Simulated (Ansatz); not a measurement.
# B2 (SMILES B#B): levels of theory compared

Wanted: a comparison of 6 runs (U-revPBE/3-21G, UBHLYP/6-31G, UCAM-B3LYP/6-31G, UPBE/6-31G, USVWN5/6-31G, UMP2/3-21G) of B2. 

The results are computed with Ansatz 0.2.0.

45 further runs of the same task are left out: 2 that didn't finish, 43 set aside as unsound or not needed.

### 1 Starting point

The species is B2 (2 atoms), meant as a triplet with charge 0. SMILES: `B#B`. The B2–B1 distance was set to 2.810 Å, away from the relaxed value.

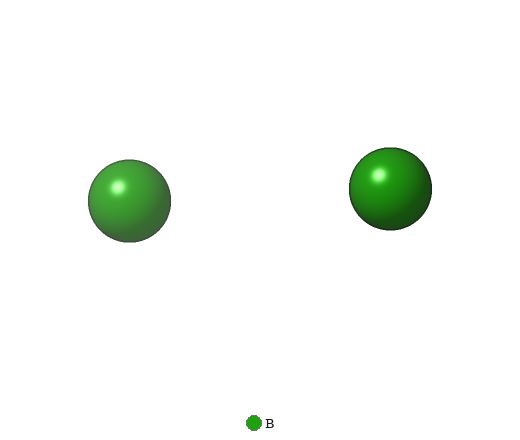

Viewed from a chosen angle; boron green.

### 2 The energy at U-revPBE/3-21G (run 1)

File in.yaml:

```yaml
crystal:
  periodic: [false, false, false]
  atoms:
    - {symbol: B, position_ang: [0.000000, 0.000000, -1.405080]}
    - {symbol: B, position_ang: [0.000000, 0.000000, 1.405120]}
basis:
  gaussian:
    orbitals: 3-21G.json
hamiltonian:
  xc: {name: revPBE}
total_charge: 0
accuracy: high
magnetization:
  spin_polarized: true
  initial_magnetization: 2
```

The basis set 3-21G is read from a file made from the Basis Set Exchange's data (not shown).

On the command line:

```
ansatz run in.yaml --threads 1 --pin off --max-ram 2610MiB --events-out events.jsonl --progress --plain --runs-dir runs
```

The log of the run:

```text
Warning: RAYON_NUM_THREADS=1 ignored (pool sized by the plan → 1); use --threads N
Functional definition: revPBE
  name "revPBE"
  parameter kappa = 1.245
  parameter beta = 0.06672455060314922
  exchange = pbe_x(kappa = kappa, mu = beta*pi^2/3)
  correlation = pbe_c(beta = beta)
386 factors; integrals over basis functions are off by at most 2.3e-9 eV
mean field evaluation 1: about -1334.9616 eV, gradient 1.5e0 eV
mean field evaluation 2: about -1334.9879 eV, gradient 4.7e-1 eV
mean field evaluation 4: about -1334.9897 eV, gradient 1.1e-1 eV
mean field evaluation 8: about -1334.9900 eV, gradient 3.5e-2 eV
mean field evaluation 16: about -1334.9900 eV, gradient 8.1e-8 eV
mean field evaluation 32: about -1334.3932 eV, gradient 2.6e-2 eV
mean field evaluation 64: about -1334.1130 eV, gradient 1.9e-2 eV
mean field evaluation 96: about -1332.6677 eV, gradient 9.8e-1 eV
mean field -1334.99003778 eV, -49.0599789996 hartree, gradient 4.5e-9 eV, S^2 2.002527; 12 other end points of the search recorded, 0 dependent functions left out
reference -1334.99004085 eV, -49.0599791124 hartree; 6, 4 occupied and 12, 14 virtual orbitals, 386 factors
Total energy: -1334.99004085 eV, -49.0599791124 hartree
```

Run time: 4.8 s. Hardware: 1 thread of Arm Neoverse N1, shared host.

### 3 The energy at UBHLYP/6-31G (run 2)

Edit in.yaml of step 2 so:

```diff
@@ -7,7 +7,3 @@
   gaussian:
-    orbitals: 3-21G.json
-hamiltonian:
-  xc: {name: revPBE}
-total_charge: 0
-accuracy: high
+    orbitals: 6-31G
 magnetization:
@@ -15 +11,4 @@
   initial_magnetization: 2
+hamiltonian:
+  xc: {name: BHLYP}
+accuracy: high
```

On the command line:

```
ansatz run in.yaml --threads 1 --pin off --max-ram 2610MiB --events-out events.jsonl --progress --plain --runs-dir runs
```

The log of the run:

```text
Warning: RAYON_NUM_THREADS=1 ignored (pool sized by the plan → 1); use --threads N
Functional definition: BHLYP
  name "BHLYP"
  parameter a = 0.5
  exchange = (1 - a)*b88_x + a*exact_x
  correlation = lyp_c
412 factors; integrals over basis functions are off by at most 3.0e-9 eV
mean field evaluation 1: about -1341.2956 eV, gradient 2.0e0 eV
mean field evaluation 2: about -1341.3721 eV, gradient 7.8e-1 eV
mean field evaluation 4: about -1341.3965 eV, gradient 9.8e-2 eV
mean field evaluation 8: about -1341.3978 eV, gradient 1.1e-3 eV
mean field evaluation 16: about -1341.3978 eV, gradient 6.2e-7 eV
mean field evaluation 32: about -1341.5468 eV, gradient 2.6e-4 eV
mean field evaluation 64: about -1341.3978 eV, gradient 1.1e-4 eV
mean field -1341.54676313 eV, -49.3009342119 hartree, gradient 2.9e-9 eV, S^2 2.013497; 7 other end points of the search recorded, 0 dependent functions left out
reference -1341.54678356 eV, -49.3009349629 hartree; 6, 4 occupied and 12, 14 virtual orbitals, 412 factors
Total energy: -1341.54678356 eV, -49.3009349629 hartree
```

Run time: 4.2 s. Hardware: 1 thread of Arm Neoverse N1, shared host.

Run 3 isn't shown in full; the table further down has it.

### 4 The energy at UPBE/6-31G (run 4)

File in.yaml:

```yaml
crystal:
  periodic: [false, false, false]
  atoms:
    - {symbol: B, position_ang: [0.000000, 0.000000, -1.405080]}
    - {symbol: B, position_ang: [0.000000, 0.000000, 1.405120]}
basis:
  gaussian: {orbitals: 6-31G}
magnetization: {spin_polarized: true, initial_magnetization: 2}
hamiltonian: {xc: {name: PBE}}
accuracy: high
```

On the command line:

```
ansatz run in.yaml --threads 1 --pin off --max-ram 2610MiB --events-out events.jsonl --progress --plain --runs-dir runs
```

The log of the run:

```text
Warning: RAYON_NUM_THREADS=1 ignored (pool sized by the plan → 1); use --threads N
Functional definition: PBE
  name "PBE"
  parameter kappa = 0.804
[... 3 set-up lines as earlier in the session ...]
412 factors; integrals over basis functions are off by at most 3.0e-9 eV
mean field evaluation 1: about -1340.0669 eV, gradient 1.7e0 eV
mean field evaluation 2: about -1340.0993 eV, gradient 6.1e-1 eV
mean field evaluation 4: about -1340.1032 eV, gradient 1.0e-1 eV
mean field evaluation 8: about -1340.1035 eV, gradient 2.8e-4 eV
mean field evaluation 16: about -1340.1035 eV, gradient 1.8e-7 eV
mean field evaluation 32: about -1339.4787 eV, gradient 1.2e0 eV
mean field evaluation 64: about -1338.6532 eV, gradient 8.6e-1 eV
mean field -1340.10353587 eV, -49.2478965886 hartree, gradient 6.9e-9 eV, S^2 2.002384; 13 other end points of the search recorded, 0 dependent functions left out
reference -1340.10353820 eV, -49.2478966741 hartree; 6, 4 occupied and 12, 14 virtual orbitals, 412 factors
Total energy: -1340.10353820 eV, -49.2478966741 hartree
```

Run time: 3.3 s. Hardware: 1 thread of Arm Neoverse N1, shared host.

Run 5 isn't shown in full; the table further down has it.

### 5 The energy at UMP2/3-21G (run 6)

File in.yaml:

```yaml
basis:
  gaussian:
    orbitals: 3-21G.json
crystal:
  periodic: [false, false, false]
  atoms:
    - symbol: B
      position_ang: [0.000000, 0.000000, -1.405080]
    - symbol: B
      position_ang: [0.000000, 0.000000, 1.405120]
magnetization:
  spin_polarized: true
  initial_magnetization: 2
correlation:
  method: mp2
  frozen_orbitals: {B: 1}
accuracy: high
```

The basis set 3-21G is read from a file made from the Basis Set Exchange's data (not shown).

On the command line:

```
ansatz run in.yaml --threads 1 --pin off --max-ram 2610MiB --events-out events.jsonl --progress --plain --runs-dir runs
```

The log of the run, cut to the lines that bear on the results:

```text
Warning: RAYON_NUM_THREADS=1 ignored (pool sized by the plan → 1); use --threads N
Functional definition: HF
  name "HF"
[...]
386 factors; integrals over basis functions are off by at most 2.3e-9 eV
[...]
mean field -1327.52379473 eV, -48.7855996285 hartree, gradient 3.2e-8 eV, S^2 2.036766; 22 other end points of the search recorded, 0 dependent functions left out
2 core orbitals not correlated: weight in the atoms' cores, before any rotation towards them, 1.000 or more for the frozen orbitals, at most 0.000 for the correlated occupied ones
reference -1327.52379473 eV, -48.7855996285 hartree; 4, 2 occupied and 12, 14 virtual orbitals, 386 factors
second order -1.32778733 eV of doubles, -0.00000000 eV of singles
Total energy: -1328.85158206 eV, -48.8343949128 hartree
```

Run time: 0.66 s. Hardware: 1 thread of Arm Neoverse N1, shared host.

### 6 The series

| run | level | frozen core orbitals | energy (Eh) | ⟨S²⟩ | wall time |
| --- | --- | --- | --- | --- | --- |
| 1 | U-revPBE/3-21G | – | -49.059979 | 2.003 | 4.8 s |
| 2 | UBHLYP/6-31G | – | -49.300935 | 2.013 | 4.2 s |
| 3 | UCAM-B3LYP/6-31G | – | -49.277256 | 2.013 | 5.1 s |
| 4 | UPBE/6-31G | – | -49.247897 | 2.002 | 3.3 s |
| 5 | USVWN5/6-31G | – | -48.742260 | 2.001 | 1.8 s |
| 6 | UMP2/3-21G | 2 | -48.834395 | 2.037 | 0.66 s |

### 7 Outcome

```
                                          quantity         value
                               run 6: total energy  -48.83439 Eh
run 6: correlation energy (2 core orbitals frozen)     -48.8 mEh
          run 6: ⟨S²⟩ of the reference determinant         2.037
```

**Reading.** Totals of different functionals can't be ranked against each other. All runs together took 20 s, the longest 5.1 s.
